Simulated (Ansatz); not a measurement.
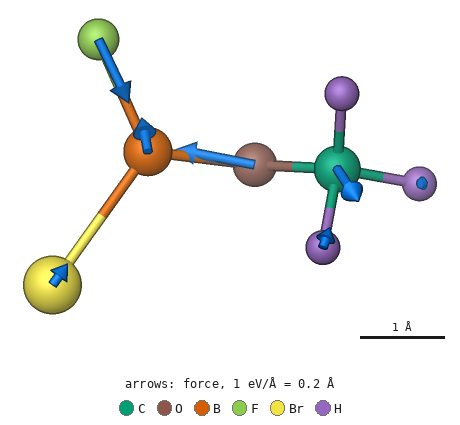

Starting geometry of CH$_{3}$BBrFO (coarse preliminary run) with the computed forces as blue arrows. A ball-and-stick model, seen face on.

The start comes from a force field.

Computed with Ansatz, RKS PBE-D4/def2-SVP. Set-up: force threshold 0.03 eV/Å; at most 200 steps.

Is this structure relaxed? If not, where do the atoms go?

It isn't relaxed: the largest force vector, on the O atom, is 4.84 eV/Å. The final displacements have little in common with the starting forces (cosine between the two patterns 0.24). The energy falls by 30.3 kcal/mol in 11 accepted moves (12 points after the start). Largest force component: 4 eV/Å at the start, 0.027 eV/Å at the end. The line search rejected the trial step at point 8 of the run. The F atom moves most after the best rigid fit: 0.90 Å. Largest moves by element: F 0.90 Å, O 0.87 Å, H 0.71 Å, Br 0.50 Å, B 0.21 Å, C 0.14 Å. Among the contacts that change: B–F 1.479 → 1.331 Å, B–O 1.458 → 1.343 Å, C–H 1.178 → 1.110 Å, C–O 1.356 → 1.420 Å. Among the angles between lasting bonds that change: C–O–B 108.5° → 127.1°, H–C–H 104.0° → 109.5°, O–C–H 113.9° → 109.1°. Groups turn about B–O by about 90°, C–O by about 50°. Cost: 16 s on 4 threads of Arm Neoverse V1 (shared host).
